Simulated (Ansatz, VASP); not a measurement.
## CaO: VASP beside Ansatz

Aim: how closely do two programs agree when they are given the same cell, functional and k mesh?

Main program and level: Ansatz 0.2.0; plane waves, with VASP 6.6.1 beside it; band structure at LDA, dielectric response at LDA and single point at LDA.

## Step 1: The starting structure

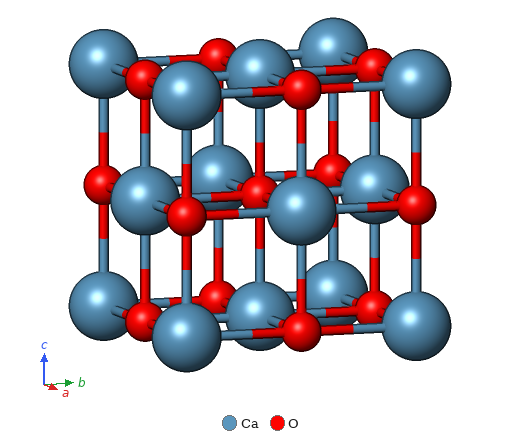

The starting structure, seen slightly off an axis (calcium blue, oxygen red). This picture shows the conventional cell, with its axes. Some periodic images of atoms are drawn too.

## Step 2: VASP: band structure, LDA

Levels along a path test the potential and the projectors away from the mesh points.

Lines of VASP's logs that name or quote its potential files are left out, and so is its time.

Contents of INCAR:

```
SYSTEM = CaO
PREC = Accurate
ENCUT = 460
EDIFF = 1E-06
NELM = 100
ISMEAR = 0
SIGMA = 0.03
LREAL = .FALSE.
ALGO = Normal
GGA = CA
NBANDS = 20
LORBIT = 11
LWAVE = .FALSE.
LCHARG = .FALSE.
KPAR = 4
LASPH = .TRUE.
```

Contents of POSCAR:

```
CaO
1.0
    0.0000000000      2.3597737825      2.3597737825
    2.3597737825      0.0000000000      2.3597737825
    2.3597737825      2.3597737825      0.0000000000
Ca O
1 1
Direct
    0.0000000000      0.0000000000      0.0000000000
    0.5000000000      0.5000000000      0.5000000000
```

Contents of KPOINTS:

```
Automatic mesh
0
Gamma
8 8 8
0 0 0
```

Contents of KPOINTS_OPT:

```
Line mode
10
Line-mode
Reciprocal
  0.00000000   0.00000000   0.00000000 GAMMA
  0.50000000   0.00000000   0.50000000 X

  0.50000000   0.00000000   0.50000000 X
  0.50000000   0.25000000   0.75000000 W

  0.50000000   0.25000000   0.75000000 W
  0.37500000   0.37500000   0.75000000 K

  0.37500000   0.37500000   0.75000000 K
  0.00000000   0.00000000   0.00000000 GAMMA

  0.00000000   0.00000000   0.00000000 GAMMA
  0.50000000   0.50000000   0.50000000 L

  0.50000000   0.50000000   0.50000000 L
  0.62500000   0.25000000   0.62500000 U

  0.62500000   0.25000000   0.62500000 U
  0.50000000   0.25000000   0.75000000 W

  0.50000000   0.25000000   0.75000000 W
  0.50000000   0.50000000   0.50000000 L

  0.50000000   0.50000000   0.50000000 L
  0.37500000   0.37500000   0.75000000 K

  0.62500000   0.25000000   0.62500000 U
  0.50000000   0.00000000   0.50000000 X
```

Potentials, in the order of the species: Ca_sv and O (LDA family, release 64).

Command:

```bash
> mpirun -np 4 vasp_std
```

Numbers of over 12 decimals in the logs are rounded to 6 here.

The log of the run:

```text
[banner, memory and clock lines left out]
running    4 mpi-ranks, on    1 nodes
 distrk:  each k-point on    1 cores,    4 groups
 distr:  one band on    1 cores,    1 groups

 POSCAR found type information on POSCAR CaO
 POSCAR found :  2 types and       2 ions
 LDA part: xc-table for (Slater(with rela. corr.)+CA(PZ))
 , standard interpolation
 POSCAR, INCAR and KPOINTS ok, starting setup
 FFT: planning ... GRIDC
 FFT: planning ... GRID_SOFT
 FFT: planning ... GRID
 WAVECAR not read
 entering main loop
       N       E                     dE             d eps       ncg     rms          rms(c)
DAV:   1     0.117389751711E+03    0.11739E+03   -0.72553E+03  1168   0.751E+02
DAV:   2    -0.115704958441E+02   -0.12896E+03   -0.11976E+03  1268   0.235E+02
DAV:   3    -0.158463586387E+02   -0.42759E+01   -0.42316E+01  1488   0.429E+01
DAV:   4    -0.159344313095E+02   -0.88073E-01   -0.88028E-01  1400   0.567E+00
DAV:   5    -0.159363498912E+02   -0.19186E-02   -0.19185E-02  1440   0.786E-01    0.844E+00
DAV:   6    -0.143711041012E+02    0.15652E+01   -0.26456E+00  1292   0.162E+01    0.359E+00
DAV:   7    -0.142598968268E+02    0.11121E+00   -0.27623E-01  1348   0.474E+00    0.182E+00
DAV:   8    -0.142262948438E+02    0.33602E-01   -0.10040E-01  1512   0.237E+00    0.477E-01
DAV:   9    -0.142243863666E+02    0.19085E-02   -0.45027E-03  1360   0.440E-01    0.104E-01
DAV:  10    -0.142244970853E+02   -0.11072E-03   -0.18571E-04  1348   0.116E-01    0.420E-02
DAV:  11    -0.142244799193E+02    0.17166E-04   -0.16702E-05  1524   0.388E-02    0.667E-03
DAV:  12    -0.142244798218E+02    0.97501E-07   -0.40198E-06  1304   0.135E-02
   1 F= -.14224480E+02 E0= -.14224480E+02  d E =-.117510E-13
 Start KPOINTS_OPT (optional k-point list driver)
k-point batch [1-29\100]
       N       E                     dE             ncg
DAV:   1    -0.143380757016E+04   -0.17640E+05     1160
DAV:   2    -0.510854428264E+04   -0.36747E+04     1308
DAV:   3    -0.523132923980E+04   -0.12278E+03     1488
DAV:   4    -0.523339463984E+04   -0.20654E+01     1352
DAV:   5    -0.523343456351E+04   -0.39924E-01     1456
DAV:   6    -0.523343557517E+04   -0.10117E-02     1344
DAV:   7    -0.523343560263E+04   -0.27459E-04     1440
DAV:   8    -0.523343560332E+04   -0.69689E-06      916
[...]
k-point batch [88-100\100]
       N       E                     dE             ncg
DAV:   1     0.877993528945E+04   -0.93522E+04      520
DAV:   2     0.717086473433E+04   -0.16091E+04      572
DAV:   3     0.711688432324E+04   -0.53980E+02      736
DAV:   4     0.711623247075E+04   -0.65185E+00      564
DAV:   5     0.711622382218E+04   -0.86486E-02      700
DAV:   6     0.711622365275E+04   -0.16943E-03      560
DAV:   7     0.711622364891E+04   -0.38428E-05      700
DAV:   8     0.711622364884E+04   -0.72807E-07      372
```

From OUTCAR (step 2):

```text
ion  position               nearest neighbor table
   1  0.000  0.000  0.000-   2 2.36   2 2.36   2 2.36   2 2.36   2 2.36   2 2.36
   2  0.500  0.500  0.500-   1 2.36   1 2.36   1 2.36   1 2.36   1 2.36   1 2.36

  LATTYP: Found a face centered cubic cell.
 ALAT       =     4.7195475650

 Subroutine GETGRP returns: Found 48 space group operations
 (whereof 48 operations were pure point group operations)

The static configuration has the point symmetry O_h .

 Found     29 irreducible k-points:

   k-points           NKPTS =     29   k-points in BZ     NKDIM =     29   number of bands    NBANDS=     20

   dimension x,y,z NGX =    24 NGY =   24 NGZ =   24
   dimension x,y,z NGXF=    48 NGYF=   48 NGZF=   48

   ENCUT  =  460.0 eV  33.81 Ry    5.81 a.u.   5.84  5.84  5.84*2*pi/ulx,y,z

   NELECT =      16.0000    total number of electrons

 k-points in reciprocal lattice and weights: Automatic mesh
   0.00000000  0.00000000  0.00000000       0.002
   0.12500000  0.00000000  0.00000000       0.016
   0.25000000  0.00000000  0.00000000       0.016
   0.37500000  0.00000000  0.00000000       0.016
   0.50000000  0.00000000  0.00000000       0.008
   0.12500000  0.12500000  0.00000000       0.012
   0.25000000  0.12500000  0.00000000       0.047
   0.37500000  0.12500000  0.00000000       0.047
   0.50000000  0.12500000  0.00000000       0.047
[...]
-0.37500000  0.50000000  0.12500000       0.023
  -0.25000000  0.50000000  0.25000000       0.012

 average (electrostatic) potential at core
       1 -43.2403       2 -71.1139

 E-fermi :   2.4819

 k-point     1 :       0.0000    0.0000    0.0000
  band No.  band energies     occupation
    ...
      4     -15.5106      2.00000
      5     -12.9756      2.00000
      6       2.3385      2.00000
      7       2.3385      2.00000
      8       2.3385      2.00000
      9       7.3577      0.00000
     10       8.5723      0.00000
     11       8.5723      0.00000
     12       8.5723      0.00000
     13      10.2339      0.00000
    ...

 k-point     2 :       0.1250    0.0000    0.0000
  band No.  band energies     occupation
    ...
      4     -15.5202      2.00000
      5     -12.6735      2.00000
      6       1.7700      2.00000
      7       2.0999      2.00000
      8       2.0999      2.00000
      9       8.0513      0.00000
     10       8.5377      0.00000
     11       8.8625      0.00000
     12       8.8625      0.00000
     13      10.6457      0.00000
    ...

 k-point     3 :       0.2500    0.0000    0.0000
  band No.  band energies     occupation
    ...
      4     -15.5434      2.00000
      5     -12.1048      2.00000
      6       0.6949      2.00000
      7       1.5931      2.00000
      8       1.5931      2.00000
      9       8.6265      0.00000
     10       9.5353      0.00000
     11       9.6268      0.00000
     12       9.6268      0.00000
     13      11.6296      0.00000
    ...

  Total       -0.0839514     -0.0839514     -0.0839514      0.0000000      0.0000000     -0.0000000
  in kB       -5.1179650     -5.1179650     -5.1179650      0.0000000      0.0000000     -0.0000000
  external PRESSURE =      -5.1179650 kB  Pullay stress =       0.0000000 kB

  energy-cutoff  :      460.00
  volume of cell :       26.28
      direct lattice vectors                 reciprocal lattice vectors
     0.000000000  2.359773783  2.359773783    -0.211884717  0.211884717  0.211884717
     2.359773783  0.000000000  2.359773783     0.211884717 -0.211884717  0.211884717
     2.359773783  2.359773783  0.000000000     0.211884717  0.211884717 -0.211884717

 POSITION                                       TOTAL-FORCE (eV/Angst)
 -----------------------------------------------------------------------------------
      0.00000      0.00000      0.00000         0.000000      0.000000      0.000000
      2.35977      2.35977      2.35977        -0.000000     -0.000000     -0.000000
 -----------------------------------------------------------------------------------
    total drift:                                0.000000     -0.000000     -0.000000

  FREE ENERGIE OF THE ION-ELECTRON SYSTEM (eV)
  ---------------------------------------------------
  free  energy   TOTEN  =       -14.2244798218 eV

  energy  without entropy=      -14.2244798218  energy(sigma->0) =      -14.22447982

 total charge
# of ion       s       p       d       tot
------------------------------------------
    1        2.045   5.883   0.338   8.267
    2        1.548   3.451   0.000   4.998
--------------------------------------------------
tot          3.593   9.334   0.338  13.265

[... 3 further parts left out ...]
```

The run ends at a pressure of -0.51 GPa.

## Step 3: Ansatz: band structure, LDA

Ansatz runs on its default PAW (the set named soft_2) files.

The same cell, functional (in two slightly different forms), mesh and smearing now go to Ansatz, which takes its cutoff from its data sets.

Contents of input.yaml:

```yaml
crystal:
  lattice:
    - [0.0, 2.3597737825, 2.3597737825]
    - [2.3597737825, 0.0, 2.3597737825]
    - [2.3597737825, 2.3597737825, 0.0]
  atoms:
    - { symbol: Ca, position: [0.0, 0.0, 0.0] }
    - { symbol: O, position: [0.5, 0.5, 0.5] }
hamiltonian:
  xc: lda
  pseudopotentials: { kind: paw }
kpoints:
  mp_grid: { grid: [8, 8, 8] }
  band_path:
    path:
      - [0.0, 0.0, 0.0]
      - [0.16667, 0.0, 0.16667]
      - [0.33333, 0.0, 0.33333]
      - [0.5, 0.0, 0.5]
      - [0.5, 0.08333, 0.58333]
      - [0.5, 0.19444, 0.69444]
      - [0.5, 0.25, 0.75]
      - [0.45833, 0.29167, 0.75]
      - [0.40278, 0.34722, 0.75]
      - [0.375, 0.375, 0.75]
      - [0.20833, 0.20833, 0.41667]
      - [0.08333, 0.08333, 0.16667]
      - [0.0, 0.0, 0.0]
      - [0.22222, 0.22222, 0.22222]
      - [0.38889, 0.38889, 0.38889]
      - [0.51389, 0.47222, 0.51389]
      - [0.55556, 0.38889, 0.55556]
      - [0.61111, 0.27778, 0.61111]
      - [0.61111, 0.25, 0.63889]
      - [0.56944, 0.25, 0.68056]
      - [0.51389, 0.25, 0.73611]
      - [0.5, 0.27778, 0.72222]
      - [0.5, 0.38889, 0.61111]
      - [0.5, 0.47222, 0.52778]
      - [0.48611, 0.48611, 0.52778]
      - [0.43056, 0.43056, 0.63889]
      - [0.38889, 0.38889, 0.72222]
      - [0.59722, 0.19444, 0.59722]
      - [0.55556, 0.11111, 0.55556]
      - [0.5, 0.0, 0.5]
    npoints: 1
scf:
  occupations: { method: gaussian, width: 0.03 }
  n_extra_bands: 7
output:
  forces: true
  stress: true
  eigenvalues: true
```

Command:

```bash
> ansatz run input.yaml --threads 2 --pin off --max-ram 4608MiB --backend cpu --events-out ev --progress --plain --runs-dir out
```

The log of the run:

```text
scf.n_extra_bands = 7 over 8 filled bands (N_el = 16.0): the run solves 15 bands
Engine: ansatz 0.2.0, aarch64-unknown-linux-gnu
Pseudopotentials: kind: paw
Pseudopotential: Ca, paw, valence charge 10, recommended cutoff 420 eV (normal), Ca.paw.azcp
Pseudopotential: O, paw, valence charge 6, recommended cutoff 420 eV (normal), O.paw.azcp
Functional definition: SPW92
  exchange = slater_x
  correlation = pw_c
Crystal: 2 atoms, lattice volume = 26.281 Å³
Basis set: ecut = 420 eV, 531 PW (Γ)
Bands: 15, of which v1, the nominal top of the filled ones, is band 8 counted from 1 (7 counted from 0)
Symmetry: 48 space group operations
Space group: Fm-3m (ITA 225), of the structure as read, at distance tolerance 3.0e-5 Å
k-points: 29 of 512
Non-local potential: Ca, projectors of the file, l = 0: 3, l = 1: 2, l = 2: 2
Non-local potential: O, projectors of the file, l = 0: 2, l = 1: 2, l = 2: 1
PAW form: soft (Blöchl's): semilocal exchange-correlation on the pseudo side does not see the compensation charge
PAW frozen core: Ca, regenerated for the run's functional, and the local potential with it (the file was generated under x = pbe(κ = 0.804, μ = 0.219515), c = pbe(β = 0.066725))
PAW frozen core: O, regenerated for the run's functional, and the local potential with it (the file was generated under x = pbe(κ = 0.804, μ = 0.219515), c = pbe(β = 0.066725))
PAW one-centre angular grid: Ca, 110 points (default); XC on 64 Gauss nodes
PAW one-centre angular grid: O, 110 points (default); XC on 64 Gauss nodes
Initial density: superposition of atomic densities (neutral atoms: chi_scale 0, normalization atom), corrected by the library's trained network
Initial wavefunctions: pseudopotential atomic-orbital guess
Functional: x = slater, c = lda
SCF iter   1: F=—  HF=-2331.658274 eV  |F-HF|=—  |Δ(HF+E_count)|=         —  Δρ=1.72e-2  dr2=7.49e-2  ethr=1.77e-3  ⟨swp⟩=7.4  Hψ=2916  notcnv=0  defer=6
preconditioner: auto → none  [insulator: Δε(μ)=3.194 eV  Ē_g=19.980 eV  σ=0.030 eV  W_gap=1.00  n_scr=8 (ndim 8)  ℏωp=27.1 eV  f_vac=0.000  D(μ)=0.00/eV (n_scr^D=0)  ε∞_Penn≈2.8]
SCF iter   2: F=—  HF=-2331.641664 eV  |F-HF|=—  |Δ(HF+E_count)|=   1.66e-2  Δρ=6.10e-3  dr2=1.02e-2  ethr=4.68e-4  ⟨swp⟩=2.0  Hψ=812  notcnv=0  defer=30
SCF iter   3: F=—  HF=-2331.639143 eV  |F-HF|=—  |Δ(HF+E_count)|=   2.52e-3  Δρ=6.70e-4  dr2=4.75e-5  ethr=6.40e-5  ⟨swp⟩=2.1  Hψ=647  notcnv=0  defer=35
SCF iter   4: F=—  HF=-2331.639131 eV  |F-HF|=—  |Δ(HF+E_count)|=   1.24e-5  Δρ=5.85e-5  dr2=7.71e-7  ethr=2.97e-7  ⟨swp⟩=2.1  Hψ=585  notcnv=0  defer=35
iter 5 did not close the SCF: its close was put off for the readings that it lacked (scf_convergence_deferred on its scf_iter line)
SCF iter   5: F=-2331.639131 eV  HF=-2331.639131 eV  |F-HF|=7.73e-10  |Δ(HF+E_count)|=   1.56e-7  Δρ=8.41e-6  dr2=6.92e-9  ethr=4.82e-9  ⟨swp⟩=2.8  Hψ=589  notcnv=0  defer=35
SCF iter   6: F=-2331.639131 eV  HF=-2331.639131 eV  |F-HF|=1.51e-9  |Δ(HF+E_count)|=   4.28e-9  Δρ=3.02e-6  dr2=1.90e-9  ethr=4.33e-11  ⟨swp⟩=5.5  Hψ=1814  notcnv=0
SCF 1 converged in 6 iterations: F = -2331.639131 eV  dr2 = 1.90e-9
  greatest PAW one-centre occupation: 0.996 electrons in one spin orbital (limit 2), on the Ca atom at site 0 (counted from 0), in its partial waves of l = 0
NSCF: frozen V_eff on 30 k-points
SCF converged after 6 iterations
Free energy (F): -2331.639131 eV
Harris-Foulkes:  -2331.639131 eV  (|F-HF|=1.51e-9)
Internal energy: -2331.639131 eV  (E = F + TS)
E sigma→0 (E₀):  -2331.639131 eV
Fermi energy:    9.635409 eV
--- Per-component energies (eV) ---
  E_band       = -93.185976
  E_kinetic    = 455.634422
  E_local      = -864.039930  (includes V_loc(G=0)·N_el)
  E_nonlocal   = 116.972212
  E_hartree    = 283.718787
  E_xc         = -210.192052
  E_vxc        = -266.490564  (∫ρ·V_xc dr)
  E_paw        = -963.392007  (= ΣΔE_a)
  E_vpaw       = -102.702058  (= ΣTr[D̂ρ^β])
  E_aug_tail   = 0.002460  (compensation charges beyond the density's cutoff)
  E_ewald      = -1150.723109
  E_core_change = 0.380087  (= ΣΔE_core)
  E_smearing   = -0.000000  (= −TS)
  E_closure    = -0.000000  (closes the sum)
  Σ components = -2331.639131   (vs F -2331.639131, Δ=0.00e0)
--- Forces (eV/Å), atoms counted from 1 ---
  atom   1  Ca    -0.00000000     0.00000000    -0.00000000
  atom   2  O      0.00000000     0.00000000    -0.00000000
  max |Σ_I F_I| component: 1.35e-29 eV/Å
--- Stress (GPa, compression-positive) ---
       -0.946228      -0.000000      -0.000000
        0.000000      -0.946228       0.000000
       -0.000000       0.000000      -0.946228
  P = ⅓ Tr σ = -0.9462 GPa (-9.462 kbar)
--- Band table (eV; the first three rows and the last of 29) ---
  k-point 0: bands = [... 4 lower, -7.4055, 7.9075, 7.9075, 7.9075, 12.9312, 14.1611, 14.1611, 14.1611, ... 3 higher]
  k-point 1: bands = [... 4 lower, -7.1103, 7.3418, 7.6716, 7.6716, 13.6244, 14.1232, 14.4490, 14.4490, ... 3 higher]
  k-point 2: bands = [... 4 lower, -6.5494, 6.2724, 7.1717, 7.1717, 14.2074, 15.1080, 15.2078, 15.2078, ... 3 higher]
  k-point 28: bands = [... 4 lower, -6.6433, 6.5129, 6.8386, 6.8386, 14.2741, 14.2741, 16.6744, 17.8268, ... 3 higher]
```

It took 1.4 s on 2 threads of Arm Neoverse N1, shared host; peak memory 0.24 GiB.

The column dr2 measures how far the density is from self-consistency, as an energy; F and HF (Harris–Foulkes) agree once it is small.

## Step 4: Differences

Known differences besides the PAW data sets themselves: the two LDA forms differ slightly; the cutoff is 420 eV in Ansatz and 460 eV in VASP; Ansatz makes its cores anew for this functional, VASP keeps those of its LDA data sets. Total energies have different zeros and are not compared.

The two programs side by side:

| quantity | Ansatz | VASP | difference |
| --- | --- | --- | --- |
| pressure (GPa) | -0.95 | -0.51 | -0.43 |
| gap over the path points (eV) | 3.456 | 3.426 | +0.030 |

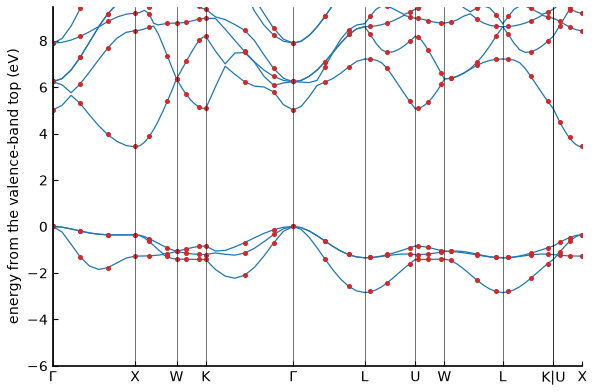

Bands from VASP (lines) and levels from Ansatz (dots). Dots without a line are higher empty bands that the VASP plot leaves out.

Levels at points of the path, from each program's valence-band top (eV; 3 filled, then empty):

| k (reciprocal lattice) | Ansatz | VASP |
| --- | --- | --- |
| 0.000 0.000 0.000 | 0.00 0.00 0.00 5.02 6.25 6.25 | 0.00 0.00 0.00 5.02 6.23 6.23 |
| 0.167 0.000 0.167 | -1.30 -0.20 -0.20 5.32 6.15 7.30 | -1.31 -0.20 -0.20 5.30 6.14 7.29 |
| 0.333 0.000 0.333 | -1.77 -0.36 -0.36 3.98 7.69 8.84 | -1.77 -0.36 -0.36 3.96 7.69 8.83 |
| 0.500 0.000 0.500 | -1.28 -0.36 -0.36 3.46 8.44 9.20 | -1.27 -0.36 -0.36 3.43 8.43 9.19 |
| 0.500 0.083 0.583 | -1.26 -0.64 -0.52 3.89 8.58 9.17 | -1.26 -0.64 -0.52 3.86 8.57 9.17 |
| 0.500 0.194 0.694 | -1.28 -1.17 -0.92 5.41 7.35 8.75 | -1.29 -1.17 -0.92 5.40 7.34 8.74 |
| 0.500 0.250 0.750 | -1.40 -1.07 -1.07 6.37 6.37 8.77 | -1.41 -1.07 -1.07 6.36 6.36 8.76 |
| 0.458 0.292 0.750 | -1.40 -1.15 -0.96 5.71 7.12 8.80 | -1.41 -1.15 -0.97 5.69 7.11 8.80 |
| 0.403 0.347 0.750 | -1.41 -1.20 -0.85 5.17 8.01 8.94 | -1.42 -1.20 -0.86 5.15 8.01 8.93 |
| 0.375 0.375 0.750 | -1.42 -1.21 -0.83 5.09 8.20 8.97 | -1.42 -1.21 -0.84 5.07 8.19 8.96 |

Among the levels compared (up to four filled and three empty ones at each point), filled levels agree within 17 meV and empty ones within 30 meV. Ansatz's pressure holds a Pulay correction of 0.63 GPa; VASP's holds none.

(Part 1 of 2 ends here.)

[Lines on the potential files, build, host, timing and source positions are cut from VASP's logs without a mark.]

[Logs are printed without paths, hosts, clocks, repeated set-up lines and the standing remarks that a program may print on its own settings, such as how far it seeks lower states.]

[Hosts, paths, dates, database ids (printed as entryN), source tags and the programs' standing remarks are cut or masked in the printed files.]
